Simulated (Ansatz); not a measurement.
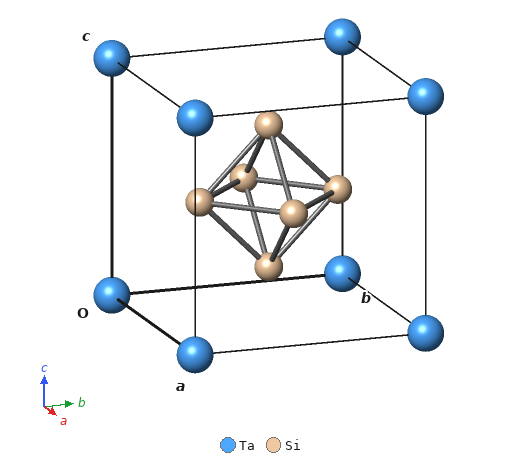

For TaSi6, the geometry relaxed with DFT PBE, scalar-relativistic, plane waves, PAW (Ansatz 0.2.0); the starting structure was generated, so it need not be a known form of this composition: one unit cell is drawn above. All values are computed from the atomic coordinates in the standard setting (tolerance 0.002 Å).

```yaml
crystal:
  lattice:
    - [5.74605, 0.00000, 0.00000]
    - [0.00000, 5.74605, 0.00000]
    - [0.00000, 0.00000, 5.74605]
  atoms:
    - { symbol: Ta, position: [0.00000, 0.00000, 0.00000] }
    - { symbol: Si, position: [0.20083, 0.50000, 0.50000] }
    - { symbol: Si, position: [0.50000, 0.20083, 0.50000] }
    - { symbol: Si, position: [0.79917, 0.50000, 0.50000] }
    - { symbol: Si, position: [0.50000, 0.79917, 0.50000] }
    - { symbol: Si, position: [0.50000, 0.50000, 0.20083] }
    - { symbol: Si, position: [0.50000, 0.50000, 0.79917] }
```

What is its point group?

m-3m (Oh), order 48, cubic system: three fourfold axes, four threefold axes, six twofold axes, nine mirror planes, an inversion centre.

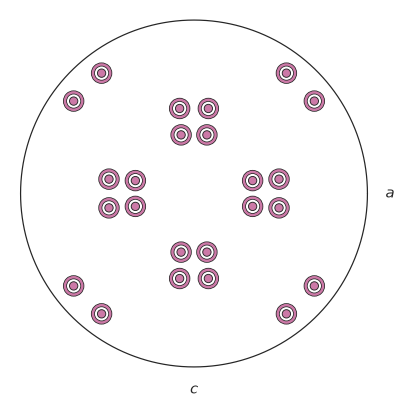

Stereographic projection: filled dots lie in the upper hemisphere, open rings in the lower. The poles are one general form. The b axis points at the viewer.

What does this class allow?

Class m-3m is centrosymmetric, so neither piezoelectric nor pyroelectric; it is not chiral. Its Laue class is m-3m.
